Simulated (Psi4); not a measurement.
**One shape, several levels: SiH3 (silyl radical)**

Wanted: a comparison of 6 runs (UHF/cc-pVDZ, UHF/def2-SVP, UB3LYP/6-31G*, UMP2/pcseg-0) of SiH3 (silyl radical). 

Program for the calculation: Psi4 1.11.

8 further runs of the same task are left out: 2 that didn't finish, 6 set aside as unsound or not needed.

## (1) The molecule

SiH3 has 4 atoms, charge 0, and is taken as a doublet. As SMILES, `[SiH3]`. The coordinates come from a GFN2-xTB relaxation.

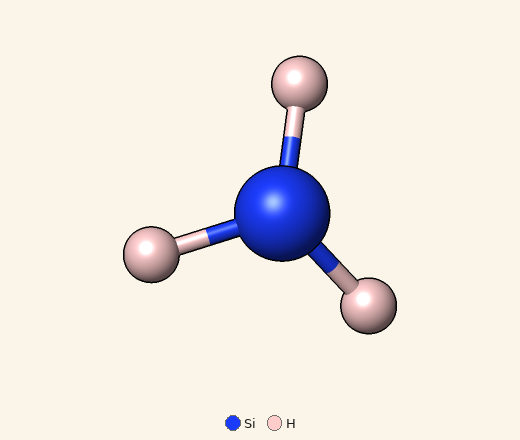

Viewed from a chosen angle; silicon blue, hydrogen pink.

## (2) Energy and gradient at UHF/cc-pVDZ (run 1)

File h3si.json:

```json
{
  "schema_name": "qcschema_input",
  "schema_version": 1,
  "molecule": {
    "schema_name": "qcschema_molecule",
    "schema_version": 2,
    "symbols": ["Si", "H", "H", "H"],
    "geometry": [0.39034183, -0.03571582, -0.21748858, 1.10947711, 1.25058295, 2.08935679, -0.36842101, -2.64862124, 0.08199522, -1.13139793, 1.43375411, -1.95386343],
    "molecular_charge": 0,
    "molecular_multiplicity": 2,
    "fix_symmetry": "c1"
  },
  "driver": "gradient",
  "model": {
    "method": "scf",
    "basis": "cc-pVDZ"
  },
  "keywords": {
    "reference": "uhf",
    "puream": true,
    "e_convergence": 1e-09,
    "d_convergence": 1e-08,
    "scf_type": "pk",
    "maxiter": 200,
    "scf_properties": ["DIPOLE", "LOWDIN_CHARGES", "QUADRUPOLE"]
  }
}
```

The run is started by

```bash
$ psi4 --qcschema h3si.json -n 1 --memory 1600MB
```

stdout:

```text
[...]
  Running in c1 symmetry.
[...]
  Nuclear repulsion =   15.992868638109607
[...]
  Multiplicity = 2
[...]
  Nalpha       = 9
  Nbeta        = 8
[...]
    Number of basis functions: 33
[...]
   @UHF iter   1:  -290.60335415459508   -4.72212e-01   3.12651e-03 ADIIS/DIIS
[...]
   @UHF iter  11:  -290.62147416931492   -8.01492e-12   8.54231e-09 DIIS
[...]
   @S^2 Observed:                7.565491105E-01
[...]
    Orbital Energies [Eh]
    ---------------------
    Alpha Occupied:
       1A    -68.781146     2A     -6.135097     3A     -4.247849
       4A     -4.238142     5A     -4.238139     6A     -0.738671
       7A     -0.501017     8A     -0.500939     9A     -0.315325
    Alpha Virtual:
      10A      0.171955    11A      0.172077    12A      0.173589
      13A      0.361820    14A      0.406150    15A      0.406184
      16A      0.447837    17A      0.494716    18A      0.494740
      19A      0.612156    20A      0.612275    21A      0.638450
      22A      0.843861    23A      1.128604    24A      1.129133
      25A      1.465391    26A      1.648244    27A      1.648513
[...]
  @UHF Final Energy:  -290.62147416931492
   => Energetics <=
    Nuclear Repulsion Energy =             15.9928686381096075
    One-Electron Energy =                -434.2513690263325543
    Two-Electron Energy =                 127.6370262189080051
    Total Energy =                       -290.6214741693149790
  UHF NO Occupations:
  HONO-2 :    7  A 1.9996717
  HONO-1 :    8  A 1.9973788
[...]
 Multipole Moments:
 ------------------------------------------------------------------------------------
     Multipole            Electronic (a.u.)      Nuclear  (a.u.)        Total (a.u.)
 ------------------------------------------------------------------------------------
 L = 1.  Multiply by 2.5417464519 to convert [e a0] to [Debye]
 Dipole X            :          0.6439434           -0.6984448           -0.0545013
 Dipole Y            :         -0.0588881            0.0639069            0.0050188
 Dipole Z            :         -0.3582904            0.3891557            0.0308653
 Magnitude           :                                                    0.0628351
 L = 2.  Multiply by 1.3450342976 to convert [e a0^2] to [Debye ang]
 Quadrupole XX       :        -15.4483542            3.2938601          -12.1544941
 Quadrupole XY       :         -0.6587641            0.6819432            0.0231791
[...]
  -Total Gradient:
     Atom            X                  Y                   Z
    ------   -----------------  -----------------  -----------------
       1       -0.020843876652     0.001947065879     0.011575164454
       2        0.001399919129    -0.006140221209    -0.012890646303
       3        0.007976958191     0.011277705129    -0.003959103099
       4        0.011466999331    -0.007084549799     0.005274584947
[...]
```

The result, in JSON:

```text
{
 "driver": "gradient",
 "model": {
  "method": "scf",
  "basis": "cc-pVDZ"
 },
 "success": true,
 "return_result": [-0.020843876651972, 0.0019470658785878132, 0.011575164454178936, 0.0013999191293871255, -0.006140221208682253, -0.012890646302540693, 0.007976958191338132, 0.011277705128631937, -0.0039591030985270045, 0.01146699933130721, -0.007084549798507159, 0.005274584946878491],
 "properties": {
  "calcinfo_nbasis": 33,
  "calcinfo_nmo": 33,
  "calcinfo_nalpha": 9,
  "calcinfo_nbeta": 8,
  "calcinfo_natom": 4,
  "nuclear_repulsion_energy": 15.992868638109607,
  "return_energy": -290.6214741693149,
  "return_gradient": [-0.020843876651972, 0.0019470658785878132, 0.011575164454178936, 0.0013999191293871255, -0.006140221208682253, -0.012890646302540693, 0.007976958191338132, 0.011277705128631937, -0.0039591030985270045, 0.01146699933130721, -0.007084549798507159, 0.005274584946878491],
  "scf_one_electron_energy": -434.25136902633255,
  "scf_two_electron_energy": 127.637026218908,
  "scf_dipole_moment": [-0.05450132380661066, 0.005018788321341033, 0.030865337158402117],
  "scf_total_energy": -290.6214741693149,
  "scf_total_gradient": [-0.020843876651972, 0.0019470658785878132, 0.011575164454178936, 0.0013999191293871255, -0.006140221208682253, -0.012890646302540693, 0.007976958191338132, 0.011277705128631937, -0.0039591030985270045, 0.01146699933130721, -0.007084549798507159, 0.005274584946878491],
  "scf_iterations": 11
 }
}
```

It took 1.7 s on 1 thread of Intel Xeon 6975P-C (Granite Rapids), shared host; peak memory 0.3 GiB.

## (3) Energy and gradient at UHF/def2-SVP (run 2)

File input.json:

```json
{
  "schema_name": "qcschema_input",
  "schema_version": 1,
  "molecule": {
    "schema_name": "qcschema_molecule",
    "schema_version": 2,
    "symbols": ["Si", "H", "H", "H"],
    "geometry": [0.39034183, -0.03571582, -0.21748858, 1.10947711, 1.25058295, 2.08935679, -0.36842101, -2.64862124, 0.08199522, -1.13139793, 1.43375411, -1.95386343],
    "molecular_charge": 0,
    "molecular_multiplicity": 2,
    "fix_symmetry": "c1"
  },
  "driver": "gradient",
  "model": {
    "method": "hf",
    "basis": "def2-SVP"
  },
  "keywords": {
    "reference": "uhf",
    "puream": true,
    "e_convergence": 1e-09,
    "d_convergence": 1e-08,
    "scf_type": "pk",
    "maxiter": 200
  }
}
```

The run is started by

```bash
$ psi4 --qcschema input.json -n 1 --memory 1600MB
```

stdout:

```text
[...]
  Running in c1 symmetry.
[...]
  Nuclear repulsion =   15.992868638109607
[...]
  Multiplicity = 2
[...]
  Nalpha       = 9
  Nbeta        = 8
[...]
    Number of basis functions: 33
[...]
   @UHF iter   1:  -290.51284041800614   -4.72163e-01   3.18969e-03 DIIS/ADIIS
[...]
   @UHF iter  11:  -290.53082182400090   -3.12639e-12   5.21688e-09 DIIS
[...]
   @S^2 Observed:                7.563752618E-01
[...]
    Orbital Energies [Eh]
    ---------------------
    Alpha Occupied:
       1A    -68.753642     2A     -6.131016     3A     -4.248134
       4A     -4.237992     5A     -4.237988     6A     -0.736121
       7A     -0.502178     8A     -0.502102     9A     -0.316295
    Alpha Virtual:
      10A      0.180645    11A      0.180774    12A      0.182075
      13A      0.271152    14A      0.449163    15A      0.449181
      16A      0.533922    17A      0.602238    18A      0.602265
      19A      0.684924    20A      0.713635    21A      0.713762
      22A      0.904551    23A      1.158914    24A      1.159444
      25A      1.616327    26A      1.785666    27A      1.785877
[...]
  @UHF Final Energy:  -290.53082182400090
   => Energetics <=
    Nuclear Repulsion Energy =             15.9928686381096075
    One-Electron Energy =                -434.1315203163671299
    Two-Electron Energy =                 127.6078298542566927
    Total Energy =                       -290.5308218240008387
  UHF NO Occupations:
  HONO-2 :    7  A 1.9996581
  HONO-1 :    8  A 1.9974933
[...]
 Multipole Moments:
 ------------------------------------------------------------------------------------
     Multipole            Electronic (a.u.)      Nuclear  (a.u.)        Total (a.u.)
 ------------------------------------------------------------------------------------
 L = 1.  Multiply by 2.5417464519 to convert [e a0] to [Debye]
 Dipole X            :          0.6292405           -0.6984448           -0.0692043
 Dipole Y            :         -0.0575419            0.0639069            0.0063650
 Dipole Z            :         -0.3500430            0.3891557            0.0391128
 Magnitude           :                                                    0.0797468
[...]
  -Total Gradient:
     Atom            X                  Y                   Z
    ------   -----------------  -----------------  -----------------
       1       -0.020012792950     0.001871153246     0.011112066155
       2        0.001992782229    -0.005245514544    -0.011320969844
       3        0.007532582585     0.009436042019    -0.003798247727
       4        0.010487428136    -0.006061680721     0.004007151416
[...]
```

The result, in JSON:

```text
{
 "driver": "gradient",
 "model": {
  "method": "hf",
  "basis": "def2-SVP"
 },
 "success": true,
 "return_result": [-0.020012792949960168, 0.0018711532457955076, 0.011112066154938142, 0.001992782228619705, -0.005245514543934099, -0.011320969844052758, 0.007532582584994653, 0.00943604201903292, -0.003798247727241825, 0.010487428136358279, -0.0060616807208743045, 0.004007151416335314],
 "properties": {
  "calcinfo_nbasis": 33,
  "calcinfo_nmo": 33,
  "calcinfo_nalpha": 9,
  "calcinfo_nbeta": 8,
  "calcinfo_natom": 4,
  "nuclear_repulsion_energy": 15.992868638109607,
  "return_energy": -290.5308218240009,
  "return_gradient": [-0.020012792949960168, 0.0018711532457955076, 0.011112066154938142, 0.001992782228619705, -0.005245514543934099, -0.011320969844052758, 0.007532582584994653, 0.00943604201903292, -0.003798247727241825, 0.010487428136358279, -0.0060616807208743045, 0.004007151416335314],
  "scf_one_electron_energy": -434.13152031636713,
  "scf_two_electron_energy": 127.60782985425669,
  "scf_dipole_moment": [-0.06920429155306673, 0.00636502198883801, 0.039112766029213875],
  "scf_total_energy": -290.5308218240009,
  "scf_total_gradient": [-0.020012792949960168, 0.0018711532457955076, 0.011112066154938142, 0.001992782228619705, -0.005245514543934099, -0.011320969844052758, 0.007532582584994653, 0.00943604201903292, -0.003798247727241825, 0.010487428136358279, -0.0060616807208743045, 0.004007151416335314],
  "scf_iterations": 11
 }
}
```

It took 1.1 s on 1 thread of Intel Xeon 6975P-C (Granite Rapids), shared host; peak memory 0.2 GiB.

Runs 3 to 5 aren't shown in full; the table further down has their settings and results.

## (4) The energy at UMP2/pcseg-0 (DKH2) (run 6)

File h3si.dat:

```
memory 1.6 GB

molecule {
  0 2
  Si
  H 1 R2
  H 1 R3 2 A3
  H 1 R4 3 A4 2 D4

  R2 = 1.44856
  R3 = 1.448505
  A3 = 115.41497
  R4 = 1.448248
  A4 = 115.32937
  D4 = -138.56431
  no_reorient
  no_com
}

set {
  basis pcseg-0
  reference uhf
  scf_type pk
  freeze_core true
  mp2_type conv
  relativistic dkh
  dkh_order 2
}

E, wfn = energy("mp2", return_wfn=True)
print_variables()
```

The run is started by

```bash
$ psi4 h3si.dat h3si.out -n 1
```

h3si.out:

```text
[...]
  Running in c1 symmetry.
[...]
  Nuclear repulsion =   15.992866709960412
[...]
  Multiplicity = 2
[...]
  Nalpha       = 9
  Nbeta        = 8
[...]
    Number of basis functions: 19
[...]
   @UHF iter   1:  -290.75626230023147   -4.28281e-01   4.40254e-03 ADIIS/DIIS
[...]
   @UHF iter  11:  -290.76466599503402   -2.84217e-13   2.10578e-09 DIIS
[...]
   @S^2 Observed:                7.576116677E-01
[...]
    Orbital Energies [Eh]
    ---------------------
    Alpha Occupied:
       1A    -68.896775     2A     -6.105891     3A     -4.275174
       4A     -4.266343     5A     -4.266342     6A     -0.755746
       7A     -0.501982     8A     -0.501897     9A     -0.323879
    Alpha Virtual:
      10A      0.189059    11A      0.191127    12A      0.191264
      13A      0.307399    14A      0.685188    15A      0.685271
      16A      0.778952    17A      0.962432    18A      1.053950
      19A      1.053989
    Beta Occupied:
[...]
  @UHF Final Energy:  -290.76466599503402
   => Energetics <=
    Nuclear Repulsion Energy =             15.9928667099604116
    One-Electron Energy =                -434.1639196069202171
    Two-Electron Energy =                 127.4063869019257424
    Total Energy =                       -290.7646659950340791
  UHF NO Occupations:
  HONO-2 :    7  A 1.9991057
  HONO-1 :    8  A 1.9979804
[...]
 Multipole Moments:
 ------------------------------------------------------------------------------------
     Multipole            Electronic (a.u.)      Nuclear  (a.u.)        Total (a.u.)
 ------------------------------------------------------------------------------------
 L = 1.  Multiply by 2.5417464519 to convert [e a0] to [Debye]
 Dipole X            :         -0.7072468            0.7322924            0.0250456
 Dipole Y            :         -0.2671554            0.2768610            0.0097056
 Dipole Z            :         -0.1680589            0.1744914            0.0064325
 Magnitude           :                                                    0.0276199
[...]
	SCS-MP2 Total Energy (a.u.)        :  -290.82212630158170
	SOS-MP2 Total Energy (a.u.)        :  -290.82061908246419
	SCSN-MP2 Total Energy (a.u.)       :  -290.77262411197466
[...]
	SOS-PI-MP2 Total Energy (a.u.)     :  -290.82994459703588
[...]
	MP2 Total Energy (a.u.)            :  -290.81581522524516
[...]
```

Wall time 1.2 s (1 thread of Intel Xeon 6975P-C (Granite Rapids), shared host); peak memory 0.19 GiB.

## (5) The series

```
run                                level         integration grid  Cartesian functions  energy (Eh)  dipole moment (D)  HOMO energy (eV)  LUMO energy (eV)  wall time
  1                          UHF/cc-pVDZ                        –                   no  -290.621474               0.16             -8.58              1.60      1.7 s
  2                         UHF/def2-SVP                        –                   no  -290.530822               0.20             -8.61              1.71      1.1 s
  3  UB3LYP/6-31G* (spherical functions)  99 radial × 590 angular                   no  -291.227386               0.22             -5.62             -2.51      4.2 s
  4  UB3LYP/6-31G* (Cartesian functions)  99 radial × 590 angular                  yes  -291.229119               0.22             -5.62             -2.51      4.5 s
  5                         UMP2/pcseg-0                        –                   no  -290.268041                  –             -8.83              1.44        1 s
  6                  UMP2/pcseg-0 (DKH2)                        –                   no  -290.815815                  –             -8.81              1.46      1.2 s
```

## (6) Outcome

| quantity | value |
| --- | --- |
| run 6: total energy | -290.81582 Eh |
| run 6: HOMO energy (Hartree–Fock orbitals) (highest over α and β) | -8.81 eV |
| run 6: LUMO energy (Hartree–Fock orbitals) (lowest over α and β) | 1.46 eV |
| run 6: correlation energy (5 core orbitals frozen) | -51.1 mEh |
| run 6: ⟨S²⟩ of the reference determinant | 0.758 |

In words: Over runs 1, 2, 3, 4 the dipole moment (its size) runs from 0.16 D (UHF/cc-pVDZ) to 0.22 D (UB3LYP/6-31G*). The two ends differ in method and basis. Some runs of one species differ in core potentials or relativity; totals across that change don't compare. All runs together took 14 s, the longest 4.5 s.
